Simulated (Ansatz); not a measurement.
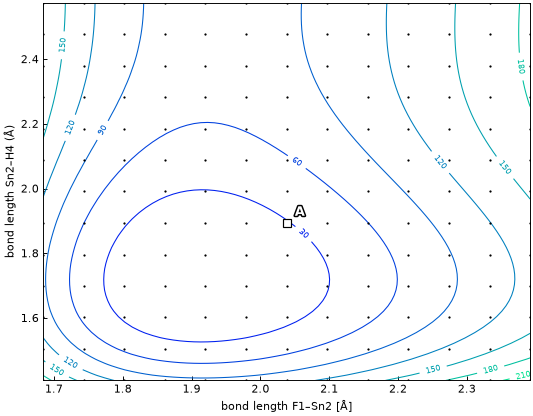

F2HSn, SMILES [F][SnH][F], spin multiplicity 2. 
- The first coordinate is: bond length F1–Sn2; the second: bond length Sn2–H4.
- Nothing is relaxed (all other coordinates rigid).
- The scan uses a 13 × 13 grid.
- Points are written as (first, second).
- Energies: kJ/mol, counted from the relaxed molecule at the same level.
- All numbers below come from UHF-MP2, frozen core/def2-TZVP in Ansatz.

Drawn: contour lines labelled in kJ/mol, dots at the grid points, the point A. Between grid points the surface is interpolated.

**Which way does the force act at A, and how strong is it?**

A, at (2.038 Å, 1.894 Å), is not a stationary point. The computed force is 210 kJ/mol for each Å towards smaller values of bond length F1–Sn2 and 135 kJ/mol for each Å towards smaller values of bond length Sn2–H4.
